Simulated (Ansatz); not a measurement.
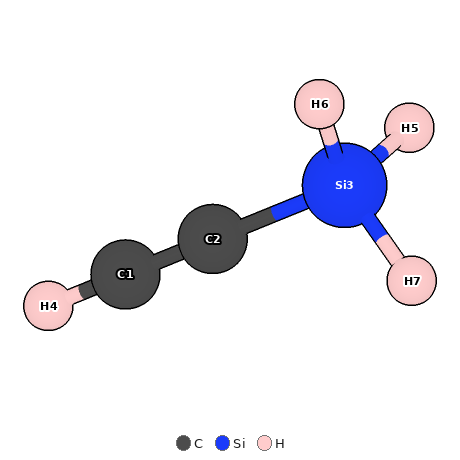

Rigid scan of the bend H7–Si3–H6 in C₂H₄Si, SMILES C#C[SiH3]. The Ansatz code 0.2.0, def2-TZVPP, cores frozen in correlated methods. A bend is scanned from the minimum (PBE0-D4/def2-TZVP); energies less that of the minimum at the same level; the first-named atom and what hangs on it turn in the plane. Splines pass through the computed points, which are marked.

Methods: CCSD, HF, PBE0-D4, B3LYP-D4, MP2 and CCSD(T).

How far can the coupled-cluster curve be trusted along the scan?

The calculation's T1 diagnostic reaches at most 0.013 (at 92°), under the customary mark of 0.02, so it gives no sign of multireference character.

Give the computed values.

In kJ/mol:
```tsv
angle H7–Si3–H6 (°)	CCSD	HF	PBE0-D4	B3LYP-D4	MP2	CCSD(T)
92	22.4	25.4	21.1	21.4	22.6	22.0
96	12.5	14.2	11.8	12.0	12.6	12.3
101	5.5	6.3	5.2	5.3	5.6	5.4
105	1.4	1.6	1.3	1.3	1.4	1.3
110	0.0	0.0	0.0	0.0	0.0	0.0
114	1.4	1.5	1.3	1.3	1.4	1.4
119	5.4	6.0	5.1	5.3	5.5	5.4
123	12.1	13.5	11.4	11.7	12.3	12.0
128	21.5	24.0	20.2	20.8	21.8	21.2
```

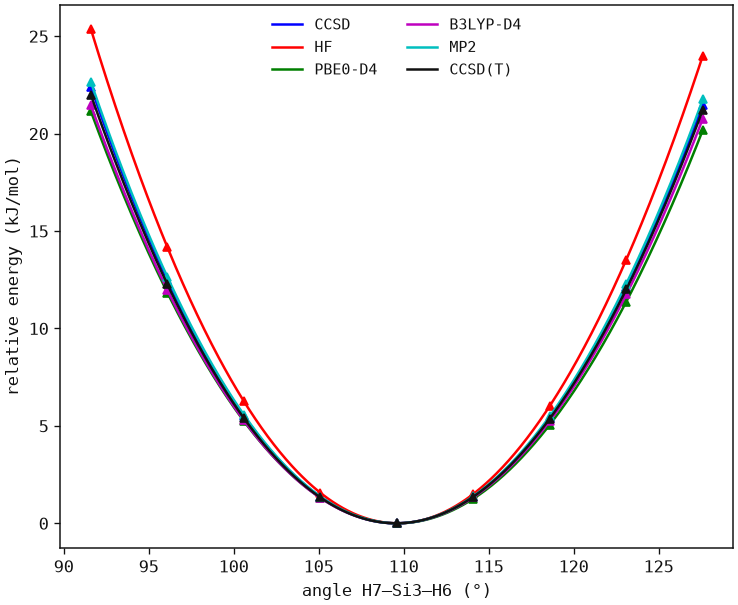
